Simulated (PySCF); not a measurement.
# C2H7In (SMILES C[CH2][InH2]): levels of theory compared

Aim: a comparison of 6 runs (HF/STO-3G, HF/3-21G, B2PLYP/def2-SVP, SVWN5/def2-SVP, TPSS/def2-SVP, wB97M-V/def2-SVP) of C2H7In. The job is set up through a Python script.

The calculation is run with PySCF 2.14.0.

5 further runs of the same task are left out: 5 set aside as unsound or not needed.

### Step 1. The molecule

C2H7In: 10 atoms, total charge 0, spin state singlet. SMILES: `C[CH2][InH2]`. The C2–H7 distance was set to 1.971 Å, away from the relaxed value. At this shape a bond of the SMILES string is far longer than usual.

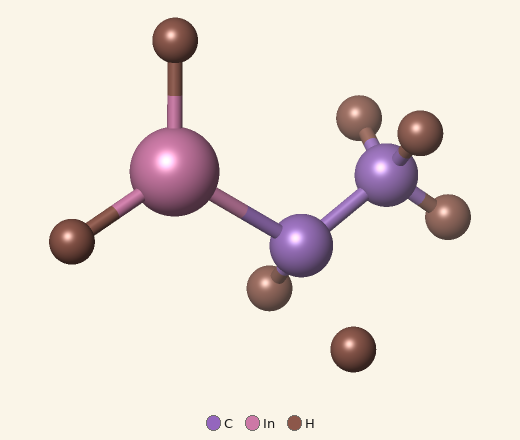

Viewed from a chosen angle; carbon purple, indium pink, hydrogen brown.

### Step 2. A single-point energy at HF/STO-3G (run 1)

Contents of job.py:

```python
from pyscf import gto, scf

mol = gto.Mole()
mol.atom = [
    ('C', (-1.211369, 1.103145, -0.454241)),
    ('C', (-0.548369, 0.090145, 0.468759)),
    ('In', (1.220731, 0.790645, 1.502159)),
    ('H', (-2.098969, 0.687945, -0.944141)),
    ('H', (-0.534369, 1.437645, -1.244741)),
    ('H', (-1.530769, 1.998245, 0.086259)),
    ('H', (-0.022600, -1.530900, -0.522300)),
    ('H', (-1.246669, -0.255555, 1.238359)),
    ('H', (2.084831, -0.247655, 2.586559)),
    ('H', (1.784531, 2.410445, 1.247459)),
]
mol.basis = 'sto-3g'
mol.verbose = 3
mol.max_memory = 1860
mol.charge = 0
mol.spin = 0
mol.build()

mf = scf.RHF(mol)
mf.conv_tol = 1e-10
mf.kernel()
if not mf.converged:
    mf = mf.newton().run(mf.mo_coeff, mf.mo_occ)

e_final = mf.e_tot
print('Final energy', e_final)
```

Command:

```
OMP_NUM_THREADS=1 python job.py
```

The log of the run:

```text
converged SCF energy = -5761.53607120173
Final energy -5761.536071201732
```

Wall time 0.7 s (1 thread of Intel Xeon 6975P-C (Granite Rapids), shared host); peak memory 0.12 GiB.

### Step 3. The energy at HF/3-21G (run 2)

Contents of run.py:

```python
from pyscf import gto, scf

mol = gto.M(
    atom='''
C     -2.289156     2.084642    -0.858391
C     -1.036267     0.170349     0.885826
In     2.306847     1.494103     2.838669
H     -3.966477     1.300028    -1.784168
H     -1.009811     2.716755    -2.352220
H     -2.892734     3.776136     0.163006
H     -0.042708    -2.892982    -0.987004
H     -2.355863    -0.482929     2.340159
H      3.939760    -0.468000     4.887888
H      3.372275     4.555081     2.357356
''',
    verbose=3,
    unit='bohr',
    charge=0,
    basis='3-21g',
    max_memory=1860,
)

calc0 = scf.RHF(mol)
calc0.conv_tol = 1e-10
calc0.kernel()
if not calc0.converged:
    calc0 = calc0.newton().run(calc0.mo_coeff, calc0.mo_occ)

etot = calc0.e_tot
print('E = %.10f Eh' % etot)
```

Command:

```
OMP_NUM_THREADS=1 python run.py
```

The log of the run:

```text
converged SCF energy = -5793.92831436592
E = -5793.9283143659 Eh
```

Run time: 0.99 s. Hardware: 1 thread of Intel Xeon 6975P-C (Granite Rapids), shared host; peak memory 0.12 GiB.

Runs 3 to 4 aren't shown in full; the table further down has their settings and results.

### Step 4. The energy at TPSS/def2-SVP (core potential) (run 5)

Contents of calc.py:

```python
from pyscf import gto, dft

mol = gto.Mole()
mol.atom = [
    ('C', (-1.211369, 1.103145, -0.454241)),
    ('C', (-0.548369, 0.090145, 0.468759)),
    ('In', (1.220731, 0.790645, 1.502159)),
    ('H', (-2.098969, 0.687945, -0.944141)),
    ('H', (-0.534369, 1.437645, -1.244741)),
    ('H', (-1.530769, 1.998245, 0.086259)),
    ('H', (-0.022600, -1.530900, -0.522300)),
    ('H', (-1.246669, -0.255555, 1.238359)),
    ('H', (2.084831, -0.247655, 2.586559)),
    ('H', (1.784531, 2.410445, 1.247459)),
]
mol.basis = 'def2-svp'
mol.spin = 0
mol.verbose = 3
mol.ecp = {'In': 'def2-svp'}
mol.max_memory = 1860
mol.build()

calc0 = dft.RKS(mol, xc='tpss')
calc0.grids.level = 5
calc0.conv_tol = 1e-10
calc0.kernel()
if not calc0.converged:
    calc0 = calc0.newton().run(calc0.mo_coeff, calc0.mo_occ)

etot = calc0.e_tot
print('E = %.10f Eh' % etot)
```

Command:

```
OMP_NUM_THREADS=1 python calc.py
```

The log of the run:

```text
converged SCF energy = -270.284106799164
E = -270.2841067992 Eh
```

Run time: 31 s. Hardware: 1 thread of Intel Xeon 6975P-C (Granite Rapids), shared host; peak memory 0.5 GiB.

### Step 5. The energy at wB97M-V/def2-SVP (core potential) (run 6)

Contents of geometry.xyz:

```xyz
10

C     -1.211369     1.103145    -0.454241
C     -0.548369     0.090145     0.468759
In     1.220731     0.790645     1.502159
H     -2.098969     0.687945    -0.944141
H     -0.534369     1.437645    -1.244741
H     -1.530769     1.998245     0.086259
H     -0.022600    -1.530900    -0.522300
H     -1.246669    -0.255555     1.238359
H      2.084831    -0.247655     2.586559
H      1.784531     2.410445     1.247459
```

Contents of calc.py:

```python
from pyscf import gto, dft

system = gto.M(
    atom='geometry.xyz',
    max_memory=1860,
    ecp={'In': 'def2-svp'},
    verbose=3,
    spin=0,
    basis='def2-svp',
)

ks = dft.RKS(system)
ks.xc = 'wb97m-v'
ks.nlcgrids.level = 1
ks.conv_tol = 1e-10
ks.grids.level = 5
ks.kernel()
if not ks.converged:
    ks = ks.newton().run(ks.mo_coeff, ks.mo_occ)

e_tot = ks.e_tot
print('E = %.10f Eh' % e_tot)
```

Command:

```
OMP_NUM_THREADS=1 python calc.py
```

The log of the run:

```text
converged SCF energy = -270.210401314134
E = -270.2104013141 Eh
```

Wall time 99 s (1 thread of Intel Xeon 6975P-C (Granite Rapids), shared host); peak memory 0.49 GiB.

### Step 6. Overview of the runs

```csv
run,level,core potential,frozen core orbitals,energy (Eh),dipole moment (D),HOMO energy (eV),LUMO energy (eV),wall time
1,HF/STO-3G,–,–,-5761.536071,1.30,-6.44,5.30,0.7 s
2,HF/3-21G,–,–,-5793.928314,1.66,-9.04,0.86,0.99 s
3,B2PLYP/def2-SVP (core potential),def2-svp,6,-269.949471,1.49,-7.85,-0.92,16 s
4,SVWN5/def2-SVP (core potential),def2-svp,–,-269.238977,1.23,-6.05,-2.89,9.6 s
5,TPSS/def2-SVP (core potential),def2-svp,–,-270.284107,1.41,-6.10,-2.65,31 s
6,wB97M-V/def2-SVP (core potential),def2-svp,–,-270.210401,1.28,-9.03,-0.23,99 s
```

### Step 7. What came out

```
            quantity          value
 run 6: total energy  -270.21040 Eh
run 6: dipole moment         1.28 D
  run 6: HOMO energy       -9.03 eV
  run 6: LUMO energy       -0.23 eV
run 6: HOMO–LUMO gap        8.80 eV
```

**Reading.** The dipole moment (its size) runs from 1.23 D (SVWN5/def2-SVP) to 1.66 D (HF/3-21G). The two ends differ in method and basis and core potential. The HOMO–LUMO gap runs from 3.16 eV (SVWN5/def2-SVP) to 11.74 eV (HF/STO-3G). Totals of different functionals can't be ranked against each other. Some runs of one species differ in core potentials or relativity; totals across that change don't compare. In run 1 the basis is minimal, so the values are rough. In runs 1, 2 relativity is left out where basis or elements ask for it. All runs together took 2.6 min, the longest 99 s.
